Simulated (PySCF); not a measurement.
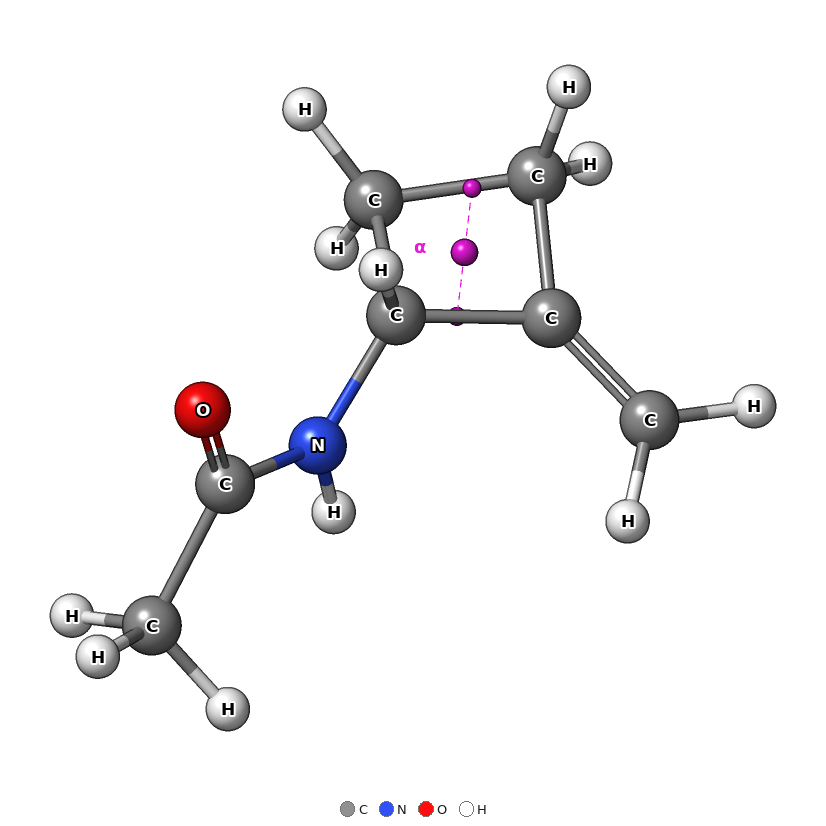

The small points mark where nucleus-independent chemical shifts (NICS) were computed: at the centre of each lettered ring and 1 Å above and below it. The computed structure is the end point of a PBE0-D3(BJ)/def2-SVP optimisation. No frequency run is at hand to confirm it as a minimum. Level of theory: GIAO PBE0/pcSseg-1 NMR shielding, non-relativistic, IEF-PCM acetone (PySCF 2.14.0).

Give NICS(0), NICS(1) and the out-of-plane component NICS(1)zz for each ring (means of the two sides).

| ring | members | NICS(0) | NICS(1) | NICS(1)zz |
| --- | --- | --- | --- | --- |
| α | C4 | −1.5 | −2.4 | 0.5 |

Values in ppm.
